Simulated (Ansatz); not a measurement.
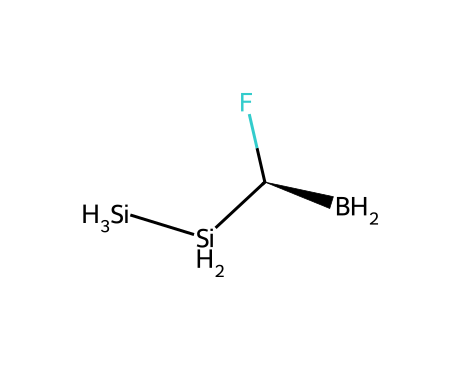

Transcribe the drawing into SMILES.

B[C@H](F)[SiH2][SiH3]

What is the molecular formula?

CH8BFSi2.

An optimisation with PBE0-D4/def2-TZVP gave a structure of which point group?

C1.

More results for the same structure follow; atom numbers are the same in all pictures, views and colours differ. Computed geometry: PBE0-D4/def2-TZVP optimisation. No frequency run is at hand to confirm it as a minimum.

**Dipole moment**

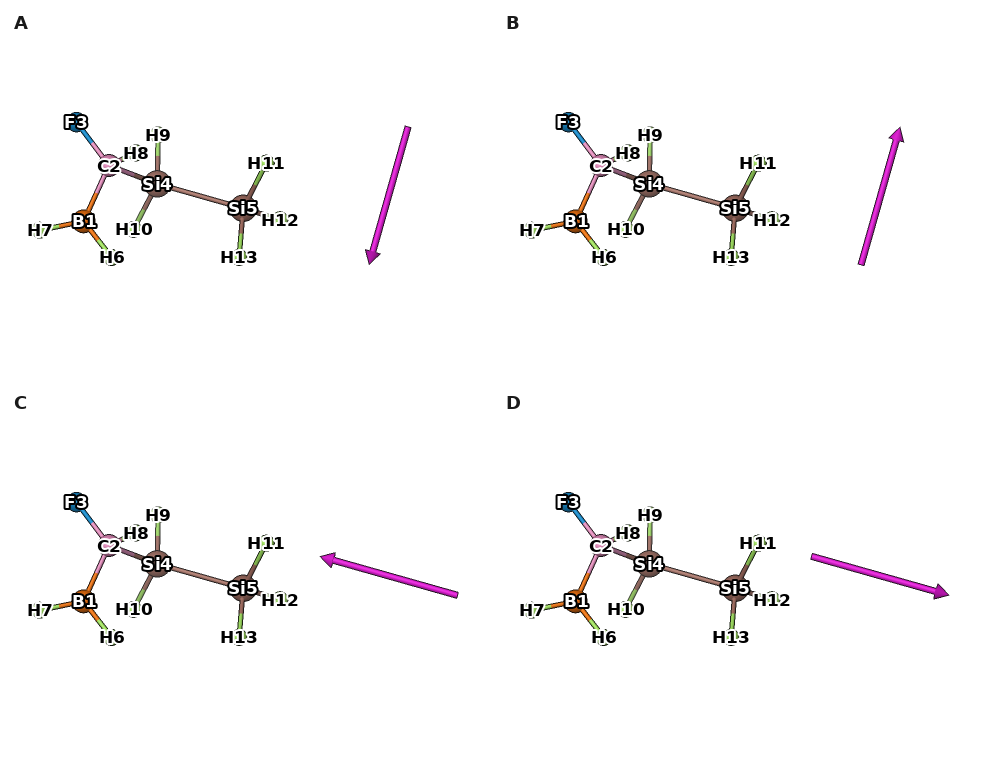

The same molecule four times, each with an arrow. No frequency run is at hand to confirm it as a minimum. Level of theory: RKS PBE-D4/def2-TZVPP (Ansatz 0.2.0).

Which arrow points along the dipole moment, from the negative to the positive end?

D. The dipole moment is 1.67 D; it points from the side of F3, H7 to the side of H12 (the outermost atoms at the two ends).

**Levels of theory compared**

No frequency run is at hand to confirm it as a minimum. Program: Ansatz 0.2.0.

Tabulate HOMO energy (eV) at these levels: B3LYP-D4/def2-TZVPP; PBE-D4/def2-TZVPP; PBE0-D4/def2-TZVPP; r2SCAN-D4/def2-TZVPP; ωB97M-V/def2-TZVPP; ωB97X-V/def2-TZVPP.

```tsv
level	HOMO energy (eV)
B3LYP-D4/def2-TZVPP	−7.88
PBE-D4/def2-TZVPP	−6.80
PBE0-D4/def2-TZVPP	−8.10
r2SCAN-D4/def2-TZVPP	−7.06
ωB97M-V/def2-TZVPP	−10.24
ωB97X-V/def2-TZVPP	−10.38
```

**Charges**

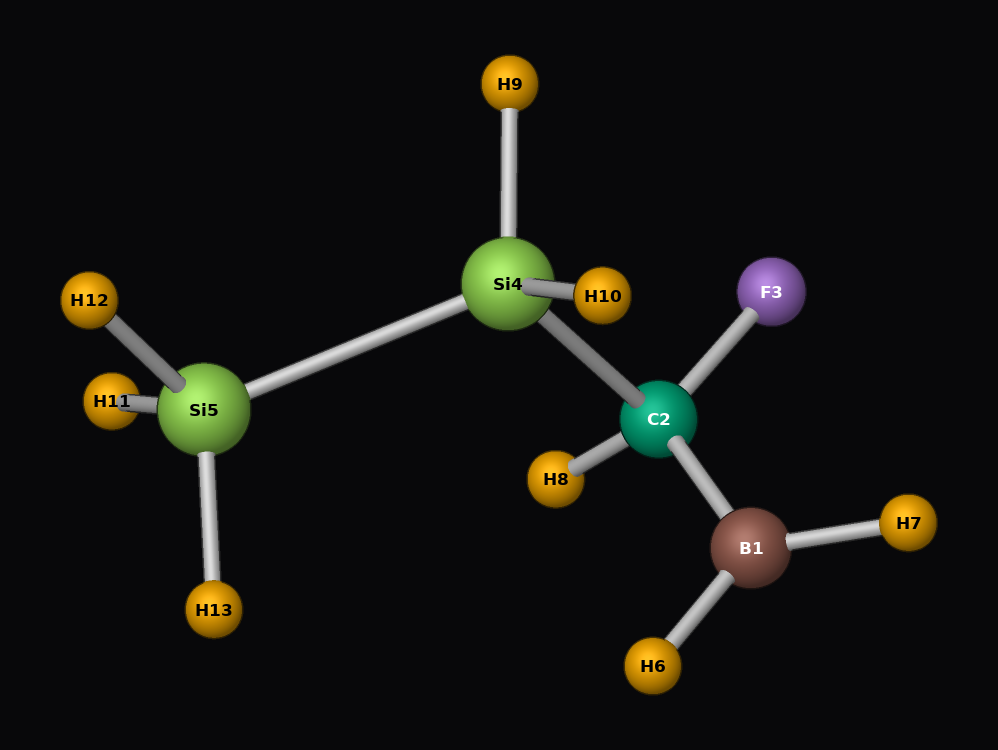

The questions are on Mulliken charges. No frequency run is at hand to confirm it as a minimum. Level of theory: RKS B3LYP-D4/def2-TZVPP (Ansatz 0.2.0).

Which atom carries the highest charge (most positive or least negative)?

Si4 (0.19 e).

And the lowest?

F3 (−0.24 e).

Give the Mulliken charges atom by atom.

| atom | value (e) |
| --- | --- |
| B1 | −0.19 |
| C2 | 0.13 |
| F3 | −0.24 |
| Si4 | 0.19 |
| Si5 | 0.14 |
| H6 | 0.05 |
| H7 | 0.05 |
| H8 | 0.10 |
| H9 | −0.04 |
| H10 | −0.05 |
| H11 | −0.05 |
| H12 | −0.05 |
| H13 | −0.05 |

Mulliken values depend strongly on the basis set and can even reverse the polarity of a bond.
